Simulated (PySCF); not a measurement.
```xyz
24

C    -1.7937    2.3118    0.6541
C    -1.5319    0.8757    1.1150
C    -0.5866    0.1842    0.1703
C     0.7309    0.1899    0.3740
Si    2.0344   -0.5571   -0.7440
C     3.6963   -0.4412    0.2062
F     3.9926    0.8744    0.5101
C    -1.2212   -0.5022   -1.0034
C    -1.6474   -1.9235   -0.6308
H    -2.4863    2.8052    1.3320
H    -2.2214    2.3238   -0.3459
H    -0.8639    2.8753    0.6346
H    -1.1063    0.9005    2.1200
H    -2.4802    0.3359    1.1582
H     1.0925    0.6932    1.2649
H     2.1864    0.1743   -2.0080
H     1.8484   -1.9896   -1.0207
H     3.6768   -0.9768    1.1585
H     4.5379   -0.8165   -0.3796
H    -0.5154   -0.5494   -1.8334
H    -2.0996    0.0600   -1.3274
H    -0.7814   -2.5027   -0.3205
H    -2.3630   -1.9092    0.1880
H    -2.1097   -2.4165   -1.4826
```

Geometry: GFN2-xTB.

Theory: PBE0/pcSseg-1, SCF density, gas phase, non-relativistic in PySCF.

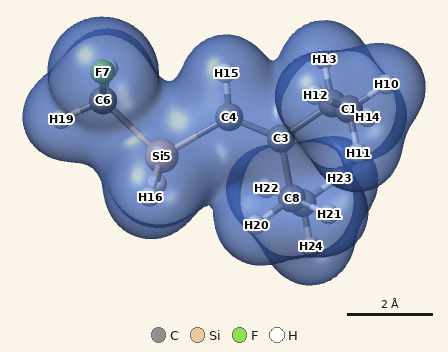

C7H15FSi (SMILES CCC(=C[SiH2]CF)CC). Isosurface of the total electron density at 0.05 e/Å³ (blue), seen at an oblique angle.

What does this surface tell about the bonding?

At this value the surface is in one piece. It bridges the sampled C–C (1.33 Å), C–F (1.38 Å), C–Si (1.87 Å) and C–H (1.09 Å) contacts, where the density stays above the isovalue. On the grid the lowest density along these lines, outside the cores, is 2.3 e/Å³ (C–C, 1.33 Å), 1.6 e/Å³ (C–F, 1.38 Å), 0.8 e/Å³ (C–Si, 1.87 Å) and 1.9 e/Å³ (C–H, 1.09 Å).
